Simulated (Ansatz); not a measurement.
```
CELL_PARAMETERS angstrom
5.29285 -0.00032 -0.02518
-0.04190 5.33569 0.02340
-0.47620 -0.07999 7.89609
ATOMIC_POSITIONS crystal
Ta 0.52261 0.46364 0.51843
Ta 0.55532 0.53163 0.98083
Ta 0.02338 0.98832 0.50961
Ta 0.04916 0.02484 0.01689
Ni 0.06538 0.57998 0.26898
O 0.96711 0.93834 0.23892
O 0.21005 0.28324 0.42990
O 0.27287 0.71995 0.06145
O 0.33888 0.23820 0.03682
O 0.30665 0.75341 0.45874
O 0.50103 0.44858 0.74991
O 0.70564 0.16332 0.48732
O 0.73302 0.83358 0.94060
O 0.85284 0.36497 0.07896
O 0.81889 0.65561 0.47584
O 0.07718 0.01239 0.74680
```

Space group P1; a generated structure, not necessarily the stable one; not relaxed (largest force 0.5 eV/Å); computed pressure about −6 GPa in this cell; spin-polarised.

These are results of Kohn-Sham DFT of a periodic cell, PBE0, Ansatz PAW (Ansatz 0.2.0), not measurements.

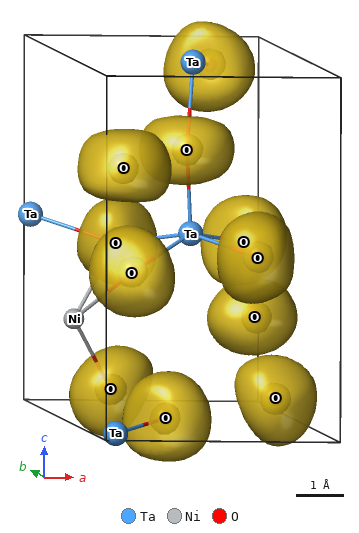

Ta4NiO11. Isosurface of the ELF at 0.65 (yellow), seen slightly off an axis. Core shells and regions of very low density are left out. Sticks mark near contacts.

Core electrons are frozen (PAW), and the valence fields are smoothed inside the atomic spheres.

Q: Describe the localisation domains.

A: At this value the surface marks out eleven regions wrapped around O (the valence shell of each), counted in one cell of 16 atoms. Regions shared between cells count once. Profiles from the grid: Ta–O (1.84 Å): the ELF peaks at about 0.80 in the valence shell of O, 0.6 Å from its nucleus, and drops to about 0.30 between the two atoms (no localised pair shows between them). Ni–O (2.00 Å): the ELF peaks at about 0.85 in the valence shell of O, 0.6 Å from its nucleus, and is about 0.20 at the midpoint; no localised pair shows between them.

Q: How are the moments arranged in this solution?

A: Parallel moments, as they must be, since the calculation's own cell holds one magnetic site; site moments Ni: +1.7 μB in one cell of 16 atoms, with smaller moments on other sites: O (up to +0.06 μB).
